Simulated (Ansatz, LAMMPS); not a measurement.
## Structural relaxation of a frame of liquid (Na,Rb,K)(I,Br) from 1100 K (82 atoms)

Aim: bring a frame of liquid (Na,Rb,K)(I,Br) from 1100 K (82 atoms) to a nearby minimum of the energy and see what moves.

Main program and level: Ansatz 0.2.0; Kohn-Sham DFT, PBE, PAW (set soft_2, large core), plane waves.

**1. The starting structure**

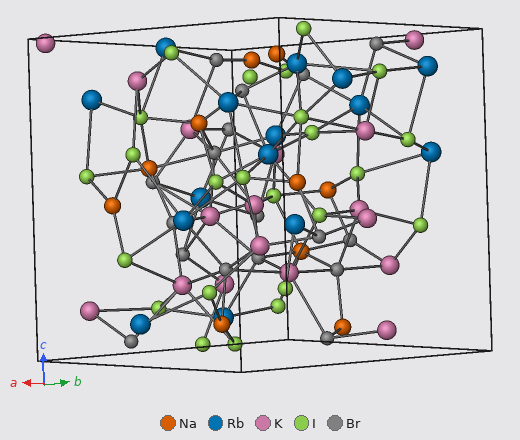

The cell as given, slightly off an axis (sodium orange, rubidium blue, potassium pink, iodine green, bromine grey). Bonds to atoms that aren't drawn are left out. Some periodic images of atoms are drawn too.

The cell holds 82 atoms: 10 Na, 14 Rb, 17 K, 24 I and 17 Br. Its edges and angles: a = 16.004 Å, b = 16.004 Å, c = 16.004 Å, α = 90.0°, β = 90.0°, γ = 90.0°. 82 atoms (10 Na, 14 Rb, 17 K, 24 I, 17 Br) placed at random at 2.63 g/cm³, melted at 1800 K for 10 ps at fixed volume with the Lennard-Jones and Coulomb ion parameters for SPC/E (Joung and Cheatham, J. Phys. Chem. B 112, 9020 (2008)), full charges. Snapshot at the end of a hold of 20 ps at 1100 K and fixed volume.

What the set-up can't give: The starting topology of bonds comes from the classical model. The ion parameters were fitted for water, not for melts, so the starting structure of this cell may lie well off the real melt's. Sampling is at Γ alone, for a cell whose shortest periodic width is 16 Å. Spin–orbit coupling is left out, which matters for the levels of the heavy elements.

**2. Making the structure**

A classical potential makes the cell, at a small fraction of what the same run would cost in DFT.

This step: classical MD, Lennard-Jones and Coulomb ion parameters for SPC/E (Joung and Cheatham, J. Phys. Chem. B 112, 9020 (2008)), full charges (LAMMPS 22 Jul 2025 - Update 4).

File in.lmp:

```
# melt-quench of Na10Rb14K17I24Br17
units metal
atom_style charge
boundary p p p
region box block 0 16.0044 0 16.0044 0 16.0044
create_box 5 box
mass 1 22.9898   # Na
mass 2 85.4678   # Rb
mass 3 39.0983   # K
mass 4 126.9045   # I
mass 5 79.9040   # Br
create_atoms 1 random 10 24871 NULL overlap 2.2 maxtry 2000
create_atoms 2 random 14 24878 NULL overlap 2.2 maxtry 2000
create_atoms 3 random 17 24885 NULL overlap 2.2 maxtry 2000
create_atoms 4 random 24 24892 NULL overlap 2.2 maxtry 2000
create_atoms 5 random 17 24899 NULL overlap 2.2 maxtry 2000
pair_style lj/cut/coul/long 9.0
pair_modify mix arithmetic tail yes
pair_coeff 1 1 0.015292 2.1595   # Na
pair_coeff 2 2 0.019302 3.0950   # Rb
pair_coeff 3 3 0.018634 2.8384   # K
pair_coeff 4 4 0.001855 5.2011   # I
pair_coeff 5 5 0.001169 4.9017   # Br
set type 1 charge 1
set type 2 charge 1
set type 3 charge 1
set type 4 charge -1
set type 5 charge -1
kspace_style pppm 1.0e-4
neigh_modify delay 0 every 1 check yes
thermo_style custom step time temp pe press density
thermo_modify norm yes
timestep 0.002
thermo 100
# [... 18 lines left out ...]
compute msd all msd com yes
thermo 2500
fix md all nvt temp 1100 1100 0.2
run 10000 post no
print "== T1100: mean square displacement over the hold $(c_msd[4]:%.2f) A^2"
unfix md
uncompute msd
write_dump all custom T1100.dump id type xs ys zs modify sort id
```

On the command line:

```sh
$ lmp -in in.lmp -log none -nocite
```

Numbers of over 12 decimals in the logs are rounded to 6 here.

Log:

```text
LAMMPS (22 Jul 2025 - Update 4)
Created orthogonal box = (0 0 0) to (16.0044 16.0044 16.0044)
Created 10 atoms
Created 14 atoms
Created 17 atoms
Created 24 atoms
Created 17 atoms
PPPM initialization ...
  G vector (1/distance) = 0.30095517
  grid = 10 10 10
  estimated relative force accuracy = 8.6782844e-05
   Step          Time           Temp          PotEng         Press         Density
         0   0              0              5.0696836      775173.56      2.6310131
       100   0.2            0             -3.3481447     -2799.0814      2.6310131
       112   0.224          0             -3.356734      -3563.7907      2.6310131
Loop time of 0.0296945 s on 1 MPI rank(s) for 112 steps with 82 atoms
Minimization stats:
  Stopping criterion = energy tolerance
  Energy initial, next-to-last, final =
      5.06968355522009  -3.35640072260993  -3.35673398741622
  Force two-norm initial, final = 1023.5336 0.35352957
  Iterations, force evaluations = 112 127
   Step          Time           Temp          PotEng         Press         Density
         0   0              1800          -3.356734       1346.6793      2.6310131
       500   1              1810.8263     -3.1230564      18631.927      2.6310131
      1000   2              2176.0032     -3.1190772      14852.691      2.6310131
Loop time of 0.187177 s on 1 MPI rank(s) for 1000 steps with 82 atoms
   Step          Time           Temp          PotEng         Press         Density
      1000   2              2176.0032     -3.1190772      14852.691      2.6310131
      1666   3.332          2015.5134     -3.1088404      12683.886      2.6310131
      2499   4.998          1777.8971     -3.1066483      11652.023      2.6310131
      3332   6.664          1776.7947     -3.117368       14792.327      2.6310131
      4165   8.33           1602.568      -3.1398044      12557.81       2.6310131
      4998   9.996          1703.2021     -3.1316514      17534.311      2.6310131
[... 2 lines left out ...]
Loop time of 0.927813 s on 1 MPI rank(s) for 5000 steps with 82 atoms
   Step          Time           Temp          PotEng         Press         Density
[... 5 lines left out ...]
Loop time of 0.461642 s on 1 MPI rank(s) for 2500 steps with 82 atoms
   Step          Time           Temp          PotEng         Press         Density
[... 2 lines left out ...]
     12500   25             1015.0733     -3.2276319      5065.7736      2.6310131
     15000   30             1102.0176     -3.2353108      5357.7485      2.6310131
     17500   35             1091.5716     -3.2092467      9549.8666      2.6310131
     18500   37             903.55969     -3.2222531      5222.9524      2.6310131
Loop time of 1.82216 s on 1 MPI rank(s) for 10000 steps with 82 atoms
== T1100: mean square displacement over the hold 33.95 A^2
```

Wall time 3.5 s (1 thread of Arm Neoverse V1, shared host); peak memory 0.069 GiB.

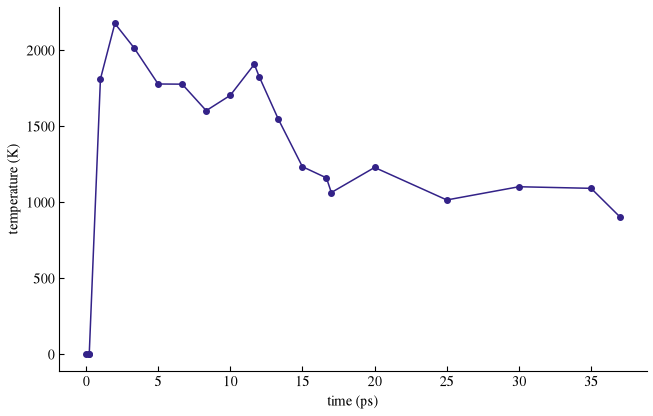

Temperature, plotted against time.

**3. Single point at the start**

The forces at the start show how far the geometry lies from a minimum of this functional.

File input.yaml:

```yaml
crystal:
  lattice:
    - [16.0044, 0.0, 0.0]
    - [0.0, 16.0044, 0.0]
    - [0.0, 0.0, 16.0044]
  atoms:
    - { symbol: Na, position: [0.63814, 0.37758, 0.72607] }
    - { symbol: Na, position: [0.87774, 0.21765, 0.47231] }
    - { symbol: Na, position: [0.62413, 0.16237, 0.60018] }
    - { symbol: Na, position: [0.07569, 0.42785, 0.53494] }
    - { symbol: Na, position: [0.29918, 0.65086, 0.08643] }
    - { symbol: Na, position: [0.76695, 0.54853, 0.08636] }
    - { symbol: Na, position: [0.21486, 0.42606, 0.34006] }
    - { symbol: Na, position: [0.21276, 0.25077, 0.94544] }
    - { symbol: Na, position: [0.75837, 0.85931, 0.50632] }
    - { symbol: Na, position: [0.44069, 0.53545, 0.93786] }
    - { symbol: Rb, position: [0.85551, 0.47992, 0.40962] }
    - { symbol: Rb, position: [0.99446, 0.40876, 0.0875] }
    - { symbol: Rb, position: [0.35121, 0.44942, 0.69286] }
    - { symbol: Rb, position: [0.82358, 0.64664, 0.76641] }
    - { symbol: Rb, position: [0.23469, 0.04887, 0.53024] }
    - { symbol: Rb, position: [0.20432, 0.66777, 0.7781] }
    - { symbol: Rb, position: [0.62464, 0.63864, 0.61264] }
    - { symbol: Rb, position: [0.59181, 0.73699, 0.88922] }
    - { symbol: Rb, position: [0.20807, 0.94644, 0.88029] }
    - { symbol: Rb, position: [0.41868, 0.27431, 0.13737] }
    - { symbol: Rb, position: [0.90885, 0.96601, 0.36356] }
    - { symbol: Rb, position: [0.59514, 0.22003, 0.9721] }
    - { symbol: Rb, position: [0.02814, 0.80446, 0.62929] }
    - { symbol: Rb, position: [0.69343, 0.99858, 0.82167] }
    - { symbol: K, position: [0.07768, 0.6662, 0.28538] }
    - { symbol: K, position: [0.29574, 0.72786, 0.446] }
    - { symbol: K, position: [0.39693, 0.90553, 0.05655] }
    - { symbol: K, position: [0.01735, 0.17342, 0.66558] }
    - { symbol: K, position: [0.74997, 0.01058, 0.16361] }
    - { symbol: K, position: [0.85517, 0.31336, 0.85385] }
    - { symbol: K, position: [0.77278, 0.71432, 0.3181] }
    - { symbol: K, position: [0.65713, 0.30748, 0.22698] }
    - { symbol: K, position: [0.00273, 0.73117, 0.98286] }
    - { symbol: K, position: [0.39485, 0.14505, 0.73115] }
    - { symbol: K, position: [0.43506, 0.87434, 0.67657] }
    - { symbol: K, position: [0.4815, 0.59126, 0.25362] }
    - { symbol: K, position: [0.47307, 0.45394, 0.47309] }
    - { symbol: K, position: [0.53831, 0.95529, 0.3955] }
    - { symbol: K, position: [0.14489, 0.06066, 0.26512] }
    - { symbol: K, position: [0.95595, 0.0335, 0.9861] }
    - { symbol: K, position: [0.41542, 0.23029, 0.45513] }
    - { symbol: I, position: [0.46283, 0.96087, 0.85489] }
    - { symbol: I, position: [0.78241, 0.04091, 0.57792] }
    - { symbol: I, position: [0.03747, 0.24382, 0.91814] }
    - { symbol: I, position: [0.89144, 0.271, 0.29926] }
    - { symbol: I, position: [0.41486, 0.64568, 0.68692] }
    - { symbol: I, position: [0.9292, 0.63463, 0.17292] }
    - { symbol: I, position: [0.5437, 0.1184, 0.17208] }
    - { symbol: I, position: [0.70097, 0.19618, 0.75442] }
    - { symbol: I, position: [0.10808, 0.81829, 0.39841] }
    - { symbol: I, position: [0.73926, 0.88767, 0.9824] }
    - { symbol: I, position: [0.19187, 0.30888, 0.17844] }
    - { symbol: I, position: [0.67957, 0.47089, 0.53594] }
    - { symbol: I, position: [0.25143, 0.35303, 0.51634] }
    - { symbol: I, position: [0.21992, 0.02716, 0.07794] }
    - { symbol: I, position: [0.22713, 0.87468, 0.6565] }
    - { symbol: I, position: [0.83169, 0.70291, 0.52945] }
    - { symbol: I, position: [0.51784, 0.74924, 0.42006] }
    - { symbol: I, position: [0.95357, 0.95675, 0.16331] }
    - { symbol: I, position: [0.59453, 0.45903, 0.03697] }
    - { symbol: I, position: [0.99403, 0.87447, 0.8243] }
    - { symbol: I, position: [0.67438, 0.81471, 0.71537] }
    - { symbol: I, position: [0.92193, 0.5063, 0.9264] }
    - { symbol: I, position: [0.15077, 0.60773, 0.57086] }
    - { symbol: I, position: [0.92651, 0.3446, 0.62055] }
    - { symbol: Br, position: [0.76699, 0.18583, 0.05684] }
    - { symbol: Br, position: [0.6171, 0.24643, 0.42575] }
    - { symbol: Br, position: [0.48238, 0.30888, 0.64468] }
    - { symbol: Br, position: [0.37436, 0.2411, 0.94114] }
    - { symbol: Br, position: [0.40087, 0.40621, 0.31515] }
    - { symbol: Br, position: [0.7208, 0.90897, 0.33563] }
    - { symbol: Br, position: [0.45957, 0.04177, 0.57189] }
    - { symbol: Br, position: [0.64089, 0.55567, 0.8152] }
    - { symbol: Br, position: [0.44763, 0.70789, 0.04301] }
    - { symbol: Br, position: [0.7155, 0.52961, 0.25859] }
    - { symbol: Br, position: [0.27026, 0.49988, 0.8832] }
    - { symbol: Br, position: [0.27268, 0.61381, 0.26821] }
    - { symbol: Br, position: [0.2003, 0.73952, 0.9641] }
    - { symbol: Br, position: [0.04922, 0.48861, 0.37616] }
    - { symbol: Br, position: [0.02228, 0.09999, 0.47926] }
    - { symbol: Br, position: [0.32903, 0.0471, 0.35169] }
    - { symbol: Br, position: [0.201, 0.14229, 0.73783] }
kpoints:
  mp_grid: { grid: [1, 1, 1] }
hamiltonian:
  xc: pbe
  pseudopotentials: { kind: paw, core: large }
scf:
  occupations: { method: fermi_dirac, width: 0.025 }
output:
  forces: true
  stress: true
  populations: true
  dos:
    method: { smearing: { sigma: 0.08 } }
    de: 0.1
    projected: { site_lists: { Br: [Br], I: [I], K: [K], Na: [Na], Rb: [Rb] } }
  eigenvalues: true
```

On the command line:

```sh
$ ansatz run input.yaml --threads 4 --pin off --max-ram 8192MiB --backend cpu --events-out ev --progress --plain --runs-dir out
```

Log:

```text
Engine: ansatz 0.2.0, aarch64-unknown-linux-gnu
Pseudopotentials: kind: paw
Pseudopotential: Na, paw, valence charge 9, recommended cutoff 420 eV (normal), Na.paw.azcp
Pseudopotential: Rb, paw, valence charge 9, recommended cutoff 420 eV (normal), Rb.paw.azcp
Pseudopotential: K, paw, valence charge 9, recommended cutoff 420 eV (normal), K.paw.azcp
Pseudopotential: I, paw, valence charge 7, recommended cutoff 420 eV (normal), I.paw.azcp#standard-large-core
Pseudopotential: Br, paw, valence charge 7, recommended cutoff 420 eV (normal), Br.paw.azcp
Functional definition: PBE
  parameter kappa = 0.804
  parameter beta = 0.066725
  exchange = pbe_x(kappa = kappa, mu = beta*pi^2/3)
  correlation = pbe_c(beta = beta)
Crystal: 82 atoms, lattice volume = 4099.380 Å³
Basis set: ecut = 420 eV, 80269 PW (Γ), exchange–correlation on 216×216×216 points (8 copies of the dense FFT grid, shifted against one another)
Bands: 410, of which v1, the nominal top of the filled ones, is band 328 counted from 1 (327 counted from 0)
Symmetry: 1 space group operations
Space group: P1 (ITA 1), of the structure as read, at distance tolerance 1.6e-4 Å
k-points: 1
Non-local potential: Na, projectors of the file, l = 0: 3, l = 1: 2, l = 2: 1
Non-local potential: Rb, projectors of the file, l = 0: 3, l = 1: 2, l = 2: 2
Non-local potential: K, projectors of the file, l = 0: 3, l = 1: 2, l = 2: 2
Non-local potential: I, projectors of the file, l = 0: 2, l = 1: 2, l = 2: 2, l = 3: 1
Non-local potential: Br, projectors of the file, l = 0: 2, l = 1: 2, l = 2: 2
PAW form: soft (Blöchl's): semilocal exchange-correlation on the pseudo side does not see the compensation charge
PAW one-centre angular grid: Na, 110 points (default); XC on 64 Gauss nodes
PAW one-centre angular grid: Rb, 110 points (default); XC on 64 Gauss nodes
PAW one-centre angular grid: K, 110 points (default); XC on 64 Gauss nodes
PAW one-centre angular grid: I, 194 points (default); XC on 64 Gauss nodes
PAW one-centre angular grid: Br, 110 points (default); XC on 64 Gauss nodes
Initial density: superposition of atomic densities (chi_scale 0.1, normalization cell, long waves kept (reshape's long-wave potential 0.42 eV rms))
Initial wavefunctions: pseudopotential atomic-orbital guess
Functional: x = pbe(κ = 0.804, μ = 0.219515), c = pbe(β = 0.066725)
SCF iter   1: F=—  HF=-258225.175873 eV  |F-HF|=—  |Δ(HF+E_count)|=         —  Δρ=2.83e-2  dr2=5.78e1  ethr=3.10e-3  ⟨swp⟩=9.0  Hψ=1990  notcnv=0  defer=41
preconditioner: auto → Resta (q_TF=auto, 2.010 Å⁻¹)  ε∞=3.9  [insulator: Δε(μ)=1.184 eV  Ē_g=5.343 eV  σ=0.025 eV  W_gap=1.00  n_scr=586 (ndim 8)  ℏωp=9.1 eV  f_vac=0.056  D(μ)=0.00/eV (n_scr^D=0)  ε∞_Penn≈3.9]
SCF iter   2: F=—  HF=-258205.775033 eV  |F-HF|=—  |Δ(HF+E_count)|=    1.94e1  Δρ=1.07e-2  dr2=1.20e1  ethr=3.10e-3  ⟨swp⟩=3.0  Hψ=812  notcnv=0  defer=76
SCF iter   3: F=—  HF=-258201.520657 eV  |F-HF|=—  |Δ(HF+E_count)|=    4.25e0  Δρ=3.54e-3  dr2=1.33e0  ethr=1.83e-3  ⟨swp⟩=3.0  Hψ=663  notcnv=0  defer=76
SCF iter   4: F=—  HF=-258201.583017 eV  |F-HF|=—  |Δ(HF+E_count)|=   6.24e-2  Δρ=1.15e-3  dr2=1.20e-1  ethr=2.03e-4  ⟨swp⟩=5.0  Hψ=782  notcnv=0  defer=78
SCF iter   5: F=—  HF=-258201.658772 eV  |F-HF|=—  |Δ(HF+E_count)|=   7.58e-2  Δρ=3.31e-4  dr2=1.33e-2  ethr=1.83e-5  ⟨swp⟩=4.0  Hψ=671  notcnv=0  defer=78
SCF iter   6: F=—  HF=-258201.680703 eV  |F-HF|=—  |Δ(HF+E_count)|=   2.19e-2  Δρ=1.30e-4  dr2=1.19e-3  ethr=2.02e-6  ⟨swp⟩=3.0  Hψ=666  notcnv=0  defer=78
SCF iter   7: F=—  HF=-258201.682356 eV  |F-HF|=—  |Δ(HF+E_count)|=   1.65e-3  Δρ=5.46e-5  dr2=1.59e-4  ethr=1.82e-7  ⟨swp⟩=2.0  Hψ=664  notcnv=0  defer=78
SCF iter   8: F=—  HF=-258201.682514 eV  |F-HF|=—  |Δ(HF+E_count)|=   1.58e-4  Δρ=1.71e-5  dr2=1.86e-5  ethr=2.42e-8  ⟨swp⟩=2.0  Hψ=663  notcnv=0  defer=78
SCF iter   9: F=—  HF=-258201.685947 eV  |F-HF|=—  |Δ(HF+E_count)|=   3.43e-3  Δρ=4.66e-6  dr2=1.87e-6  ethr=2.83e-9  ⟨swp⟩=2.0  Hψ=738  notcnv=0  defer=78
SCF iter  10: F=—  HF=-258201.685950 eV  |F-HF|=—  |Δ(HF+E_count)|=   2.51e-6  Δρ=1.47e-6  dr2=1.63e-7  ethr=2.86e-10  ⟨swp⟩=2.0  Hψ=659  notcnv=0  defer=78
SCF iter  11: F=-258201.685950 eV  HF=-258201.685950 eV  |F-HF|=1.17e-8  |Δ(HF+E_count)|=   1.36e-7  Δρ=5.13e-7  dr2=1.85e-8  ethr=1.52e-11  ⟨swp⟩=22.0  Hψ=3234  notcnv=0
SCF 1 converged in 11 iterations: F = -258201.685950 eV  dr2 = 1.85e-8
  greatest PAW one-centre occupation: 0.999 electrons in one spin orbital (limit 2), on the Na atom at site 7 (counted from 0), in its partial waves of l = 0
SCF converged after 11 iterations
Free energy (F): -258201.685950 eV
Harris-Foulkes:  -258201.685950 eV  (|F-HF|=1.17e-8)
Internal energy: -258201.685950 eV  (E = F + TS)
E sigma→0 (E₀):  -258201.685950 eV
Fermi energy:    2.148563 eV
--- Per-component energies (eV) ---
  E_band       = -7077.926529
  E_kinetic    = 12677.353660
  E_local      = -49156.411948  (includes V_loc(G=0)·N_el)
  E_nonlocal   = 6991.509107
  E_hartree    = 16747.840450
  E_xc         = -19356.088246
  E_vxc        = -9575.078397  (∫ρ·V_xc dr)
  E_paw        = -199002.378344  (= ΣΔE_a)
  E_vpaw       = -1510.982348  (= ΣTr[D̂ρ^β])
  E_aug_tail   = 0.000600  (compensation charges beyond the density's cutoff)
  E_ewald      = -27103.511229
  E_smearing   = -0.000000  (= −TS)
  E_closure    = 0.000000  (closes the sum)
  Σ components = -258201.685950   (vs F -258201.685950, Δ=0.00e0)
--- Forces (eV/Å), atoms counted from 1 ---
  atom   1  Na    -0.16798018     0.30193277    -0.36681383
  atom   2  Na    -0.01922940    -0.17964427     0.08754727
  atom   3  Na    -0.34258749    -0.04505539    -0.95882486
  atom   4  Na     0.15358919     0.14794997     0.08905735
  atom   5  Na    -0.66829204    -0.08497354     0.09684441
  atom   6  Na     0.02640166    -0.07026970     0.08965829
  atom   7  Na     0.02064220    -0.01663589    -0.28196280
  atom   8  Na    -0.07963012    -0.00077351     0.15798403
  atom   9  Na    -0.44969257     0.67134128     0.31745624
  atom  10  Na    -0.04787567    -0.03084740    -0.09271032
  atom  11  Rb    -0.13268109    -0.22112673    -0.07375376
  atom  12  Rb     0.45156277    -0.56755820     0.79455509
  atom  13  Rb    -0.59171219    -0.20716602     0.26368852
  atom  14  Rb     0.06006581    -0.03169295    -0.01691309
[...]
atom  81  Br     0.14528333     0.06282883    -0.00016202
  atom  82  Br    -0.00755951    -0.11866111    -0.01952898
  max |Σ_I F_I| component: 6.53e-5 eV/Å
--- Stress (GPa, compression-positive) ---
        0.382127      -0.073067       0.143881
       -0.073067       0.176362       0.037294
        0.143881       0.037294       0.426704
  P = ⅓ Tr σ = 0.3284 GPa (3.284 kbar)
--- Band table (eV) ---
  k-point 0: bands = ["-51.1385", "-51.1217", "-51.1016", "-50.8272", [... 394 levels ...], "6.6216", "6.6443", "6.6628", "6.6696", "6.6897", "6.7257", "6.7403", "6.7497", "6.7662", "6.8005", "6.8085", "6.8294"]
--- Löwdin populations: 82 sites ---
  site symbol       q [e]
     0     Na      8.3207
     1     Na      8.3399
     2     Na      8.3401
[...]
81     Br      7.7056
  spilling = 0.003400 (of n_electrons = 656.000000)
```

Run time: 76 s. Hardware: 4 threads of Arm Neoverse V1, shared host; peak memory 4.7 GiB.

In the SCF lines HF is the Harris–Foulkes energy and dr2 the Hartree energy of the density residual, in eV; the loop may stop once dr2 is under the threshold and the program's other checks hold. Hψ counts applications of the Hamiltonian.

The program notes that potentials were chosen by core size.

The run gave:

```
free energy                                      : -258201.6859 eV
free energy per atom                             : -3148.8010 eV/atom
SCF cycles                                       : 11
pressure                                         : 0.3284 GPa
r.m.s. force component                           : 0.301 eV/Å
longest force                                    : 1.076 eV/Å
Fermi energy                                     : 2.149 eV
gap (highest filled to lowest empty level) : 2.484 eV
spilling of the projection                       : 0.0034
```

The r.m.s. force component of 0.30 eV/Å and the pressure of 0.33 GPa set the starting point.

Length of the force by element:

```csv
element,coordination,atoms,mean length of the force (eV/Å),spread,least,most
Br,all,17,0.375,0.168,0.120,0.821
I,all,24,0.510,0.278,0.141,1.06
K,all,17,0.396,0.204,0.0513,0.758
Na,all,10,0.419,0.314,0.109,1.02
Rb,all,14,0.535,0.294,0.07,1.08
```

[end of part 1 of 3]

[Logs are printed without paths, hosts, clocks, repeated set-up lines and the standing remarks that a program may print on its own settings, such as how far it seeks lower states.]

[Hosts, paths, dates, database ids (printed as entryN), source tags and the programs' standing remarks are cut or masked in the printed files.]
